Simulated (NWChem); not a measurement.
# C2H3N (SMILES [C-]#[N+]C): levels of theory compared

Aim: a comparison of 5 runs (HF/STO-3G, HF/3-21G, B3LYP/6-31G*, M06-2X/def2-SVPD, PBE/def2-SVPD) of C2H3N. 

Program for the calculation: NWChem 7.3.0.

**1. The system as given**

C2H3N has 6 atoms, charge 0, and is taken as a singlet. SMILES: `[C-]#[N+]C`. The coordinates come from a PBE0-D4/def2-TZVP relaxation.

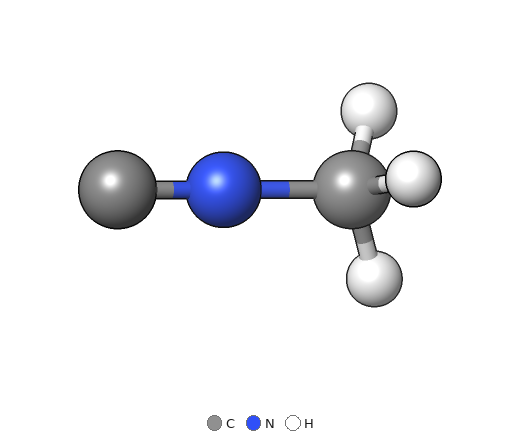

Viewed from a chosen angle; carbon grey, nitrogen blue, hydrogen white.

**2. Energy and gradient at HF/STO-3G (run 1)**

Contents of a.nw:

```
start a
memory 2200 mb

geometry units atomic noautosym nocenter noautoz
   C   1.51072265 -3.25637606  1.67059348
   N   0.67124962 -1.44715227  0.74239781
   C  -0.34491281  0.74339936 -0.38138453
   H  -2.13686451  0.29526971 -1.29640881
   H   0.96536659  1.47993901 -1.79202728
   H  -0.66558044  2.18492024  1.05681044
end

basis spherical bse
   * library STO-3G
end

scf
   thresh 1e-08
   maxiter 80
   noprint "final vectors analysis"
end

task scf gradient
```

Started as:

```sh
$ nwchem a.nw > a.out
```

The log of the run:

```text
[...]
  functions       =    18
[...]
  wavefunction    = RHF
[...]
         Total SCF energy =   -130.231777367251
      One-electron energy =   -295.564038803228
      Two-electron energy =    104.980664467679
 Nuclear repulsion energy =     60.351596968299
        Time for solution =      0.2s
[...]
                         RHF ENERGY GRADIENTS
    atom               coordinates                        gradient
                 x          y          z           x          y          z
   1 C       1.510723  -3.256376   1.670593   -0.007826   0.016873  -0.008656
   2 N       0.671250  -1.447152   0.742398   -0.006248   0.013475  -0.006913
   3 C      -0.344913   0.743399  -0.381385    0.011675  -0.025200   0.012927
   4 H      -2.136865   0.295270  -1.296409    0.001605  -0.001173   0.001207
   5 H       0.965367   1.479939  -1.792027   -0.000033  -0.001802   0.001470
   6 H      -0.665580   2.184920   1.056810    0.000828  -0.002173  -0.000035
[...]
```

Run time: 0.75 s. Hardware: 1 thread of Intel Xeon 6975P-C (Granite Rapids), shared host; peak memory 0.1 GiB.

**3. Energy and gradient at HF/3-21G (run 2)**

Contents of input.nw:

```
start input
title "C2H3N gradient"
memory stack 880 mb heap 220 mb global 1100 mb

geometry units angstrom noautosym nocenter noautoz
 C      0.799440    -1.723200     0.884040
 N      0.355210    -0.765800     0.392860
 C     -0.182520     0.393390    -0.201820
 H     -1.130780     0.156250    -0.686030
 H      0.510850     0.783150    -0.948300
 H     -0.352210     1.156210     0.559240
end

basis spherical bse
 C library 3-21G
 N library 3-21G
 H library 3-21G
end

scf
 thresh 1e-08
 maxiter 80
 print low
end

task scf gradient
```

Started as:

```sh
$ nwchem input.nw > input.out
```

The log of the run:

```text
[...]
  functions       =    33
[...]
  wavefunction    = RHF
[...]
         Total SCF energy =   -131.158620287909
      One-electron energy =   -295.632211378123
      Two-electron energy =    104.121989803763
 Nuclear repulsion energy =     60.351601286452
        Time for solution =      0.3s
[...]
                         RHF ENERGY GRADIENTS
    atom               coordinates                        gradient
                 x          y          z           x          y          z
   1 C       1.510723  -3.256376   1.670593    0.004088  -0.008803   0.004517
   2 N       0.671250  -1.447152   0.742398   -0.009903   0.021346  -0.010951
   3 C      -0.344913   0.743399  -0.381384    0.007736  -0.016702   0.008568
   4 H      -2.136864   0.295270  -1.296409   -0.005689  -0.002005  -0.002763
   5 H       0.965367   1.479939  -1.792027    0.004584   0.001914  -0.004402
   6 H      -0.665580   2.184920   1.056810   -0.000816   0.004250   0.005031
 Task  times  cpu:        0.4s     wall:        0.4s
 Total times  cpu:        0.4s     wall:        0.4s
```

It took 0.87 s on 1 thread of Intel Xeon 6975P-C (Granite Rapids), shared host; peak memory 0.1 GiB.

**4. Energy and forces at B3LYP/6-31G(d) (spherical functions) (run 3)**

Contents of mymol.nw:

```
start mymol
memory stack 880 mb heap 220 mb global 1100 mb

geometry noautosym nocenter noautoz
  C        0.799440      -1.723200       0.884040
  N        0.355210      -0.765800       0.392860
  C       -0.182520       0.393390      -0.201820
  H       -1.130780       0.156250      -0.686030
  H        0.510850       0.783150      -0.948300
  H       -0.352210       1.156210       0.559240
end

basis spherical bse
  * library 6-31G*
end

dft
  xc b3lyp
  mult 1
  grid xfine
  convergence energy 1e-08
  maxiter 100
  mulliken
  print low
end

task dft gradient
```

Started as:

```sh
$ nwchem mymol.nw > mymol.out
```

The log of the run:

```text
[...]
 d= 0,ls=0.0,diis     1   -132.6847052671 -1.93D+02  1.01D-02  2.42D-01     0.9
[...]
 d= 0,ls=0.0,diis     8   -132.7126842361  4.09D-09  3.83D-06  7.81D-08     6.1
         Total DFT energy =     -132.712684236097
      One electron energy =     -297.135005962531
           Coulomb energy =      122.898856038408
    Exchange-Corr. energy =      -18.828135598426
 Nuclear repulsion energy =       60.351601286452
[...]
      Total Density - Mulliken Population Analysis
     ---------------------------------------------
    Atom       Charge   Shell Charges
 -----------   ------   -------------------------------------------------------
    1 C    6     6.09   2.00  0.76  1.65  1.03  0.60  0.06
    2 N    7     7.16   2.00  0.79  2.53  0.66  1.15  0.03
    3 C    6     6.34   2.00  0.68  2.14  0.58  0.89  0.05
    4 H    1     0.81   0.53  0.28
    5 H    1     0.81   0.53  0.28
    6 H    1     0.81   0.53  0.28
[...]
                         DFT ENERGY GRADIENTS
    atom               coordinates                        gradient
                 x          y          z           x          y          z
   1 C       1.510723  -3.256376   1.670593   -0.010992   0.023694  -0.012155
   2 N       0.671250  -1.447152   0.742398    0.007786  -0.016776   0.008607
   3 C      -0.344913   0.743399  -0.381384    0.001375  -0.002988   0.001532
   4 H      -2.136864   0.295270  -1.296409    0.002248  -0.000207   0.001337
   5 H       0.965367   1.479939  -1.792027   -0.001085  -0.001483   0.001870
   6 H      -0.665580   2.184920   1.056810    0.000667  -0.002239  -0.001191
 Task  times  cpu:        7.5s     wall:        7.5s
 Total times  cpu:        7.5s     wall:        7.5s
```

Wall time 8.1 s (1 thread of Intel Xeon 6975P-C (Granite Rapids), shared host); peak memory 0.14 GiB.

Run 4 isn't shown in full; the table further down has it.

**5. Energy and gradient at PBE/def2-SVPD (run 5)**

Contents of work.nw:

```
echo
start work
memory stack 880 mb heap 220 mb global 1100 mb
charge 0
geometry units angstrom noautosym nocenter noautoz
  C      0.799440    -1.723200     0.884040
  N      0.355210    -0.765800     0.392860
  C     -0.182520     0.393390    -0.201820
  H     -1.130780     0.156250    -0.686030
  H      0.510850     0.783150    -0.948300
  H     -0.352210     1.156210     0.559240
end
basis spherical bse
  * library def2-SVPD
end
dft
  xc xpbe96 cpbe96
  mult 1
  grid xfine
  convergence energy 1e-08
  maxiter 100
  mulliken
end
task dft gradient
```

Started as:

```sh
$ nwchem work.nw > work.out
```

The log of the run:

```text
[...]
          Wavefunction type:  closed shell.
          No. of atoms     :     6
          No. of electrons :    22
[...]
          Charge           :     0
          Spin multiplicity:     1
[...]
          AO basis - number of functions:    84
[...]
              XC Information
              --------------
          PerdewBurkeErnzerhof Exchange Functional  1.000
            Perdew 1991 LDA Correlation Functional  1.000 local
           PerdewBurkeErnz. Correlation Functional  1.000 non-local
[...]
 d= 0,ls=0.0,diis     1   -132.4257591393 -1.93D+02  1.24D-02  2.75D-01     1.6
[...]
 d= 0,ls=0.0,diis    10   -132.4528865150 -7.69D-09  5.27D-07  2.71D-09    15.0
         Total DFT energy =     -132.452886514974
      One electron energy =     -296.761727833756
           Coulomb energy =      122.539138352252
    Exchange-Corr. energy =      -18.581898319922
 Nuclear repulsion energy =       60.351601286452
[...]
  wavefunction    = closed shell
                         DFT ENERGY GRADIENTS
    atom               coordinates                        gradient
                 x          y          z           x          y          z
   1 C       1.510723  -3.256376   1.670593   -0.016596   0.035772  -0.018352
   2 N       0.671250  -1.447152   0.742398    0.014276  -0.030766   0.015784
   3 C      -0.344913   0.743399  -0.381384   -0.002242   0.004813  -0.002470
   4 H      -2.136864   0.295270  -1.296409    0.008893   0.001685   0.004673
   5 H       0.965367   1.479939  -1.792027   -0.006109  -0.004047   0.007071
   6 H      -0.665580   2.184920   1.056810    0.001778  -0.007456  -0.006706
[...]
```

It took 19 s on 1 thread of Intel Xeon 6975P-C (Granite Rapids), shared host; peak memory 0.14 GiB.

**6. The series**

```csv
run,level,iteration cap,module,energy (Eh),dipole moment (D),largest force (eV/Å),wall time
1,HF/STO-3G,80,scf,-130.231777,2.87,1.575,0.75 s
2,HF/3-21G,80,scf,-131.158620,–,1.335,0.87 s
3,B3LYP/6-31G* (spherical functions),100,dft,-132.712684,–,1.481,8.1 s
4,M06-2X/def2-SVPD,100,dft,-132.563576,3.88,0.439,23 s
5,PBE/def2-SVPD,100,dft,-132.452887,4.00,2.237,19 s
```

**7. Results**

| quantity | value |
| --- | --- |
| run 5: total energy | -132.45289 Eh |
| run 5: dipole moment | 4.00 D |
| run 5: HOMO energy | -6.96 eV |
| run 5: LUMO energy | -0.36 eV |
| run 5: HOMO–LUMO gap | 6.60 eV |
| run 5: largest force on an atom | 2.237 eV/Å |

In words: Over runs 1, 4, 5 the dipole moment (its size) runs from 2.87 D (HF/STO-3G) to 4.00 D (PBE/def2-SVPD). The two ends differ in method and basis. Totals of different functionals can't be ranked against each other. In run 1 the basis is minimal, so the values are rough. All runs together took 51 s, the longest 23 s.
